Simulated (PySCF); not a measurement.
```yaml
atoms:
  - { symbol: O, position_ang: [-4.4221, 0.6839, 1.9229] }
  - { symbol: C, position_ang: [-4.2533, -0.0799, 1.0005] }
  - { symbol: C, position_ang: [-3.0102, -0.3756, 0.3801] }
  - { symbol: C, position_ang: [-1.9379, -0.6155, -0.1353] }
  - { symbol: Si, position_ang: [-0.3495, -1.0135, -0.9762] }
  - { symbol: N, position_ang: [0.7625, -0.0662, -0.0204] }
  - { symbol: C, position_ang: [2.0967, 0.0303, -0.1948] }
  - { symbol: Si, position_ang: [3.2012, 1.0831, 0.8555] }
  - { symbol: H, position_ang: [-5.0969, -0.6373, 0.5422] }
  - { symbol: H, position_ang: [-0.3169, -0.5562, -2.3723] }
  - { symbol: H, position_ang: [-0.0149, -2.4428, -0.8951] }
  - { symbol: H, position_ang: [0.4069, 0.4447, 0.7755] }
  - { symbol: H, position_ang: [2.4685, -0.5246, -1.0434] }
  - { symbol: H, position_ang: [2.7767, 0.9495, 2.2549] }
  - { symbol: H, position_ang: [3.1079, 2.5087, 0.5020] }
  - { symbol: H, position_ang: [4.5735, 0.6203, 0.6601] }
```

Geometry: GFN2-xTB.

Level of theory: UKS B3LYP, pcH-1 on C H N O Si, non-relativistic, mean-field spin-orbit, GIAO in PySCF.

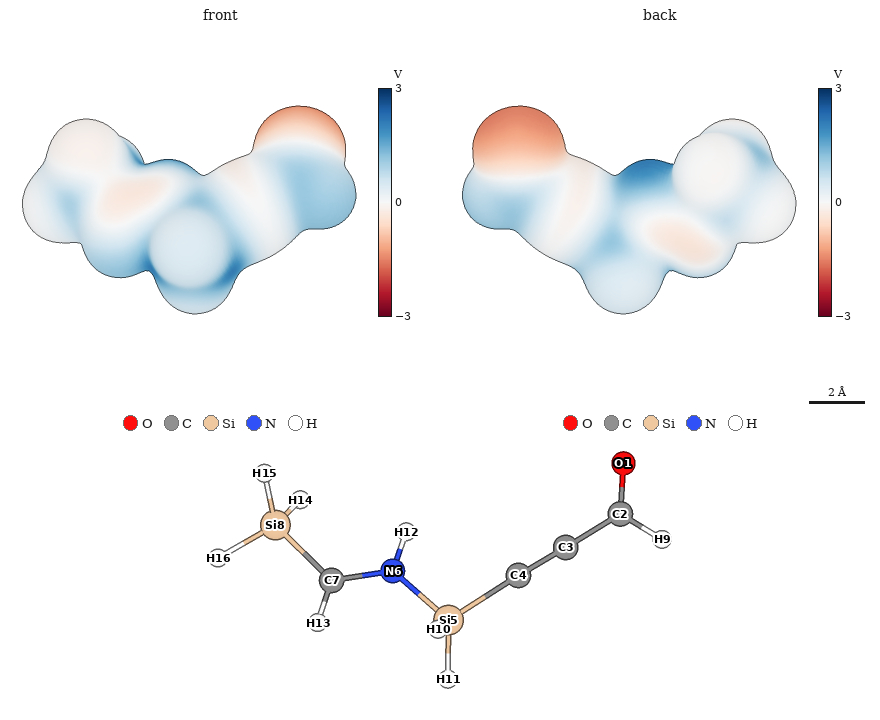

C₄H₈NOSi₂ (doublet). The molecular electrostatic potential painted on the density surface at 0.002 e/bohr³, seen from the front and from behind; the colour scale runs from red (negative) to blue (positive). The bare structure is drawn below in the same view.

Question: Describe the electrostatic potential map.

Answer: The most negative region (about −1.5 V) lies over O1, the most positive (about +2.0 V) over Si5 and H12. O1 is the likeliest acceptor of a hydrogen bond.
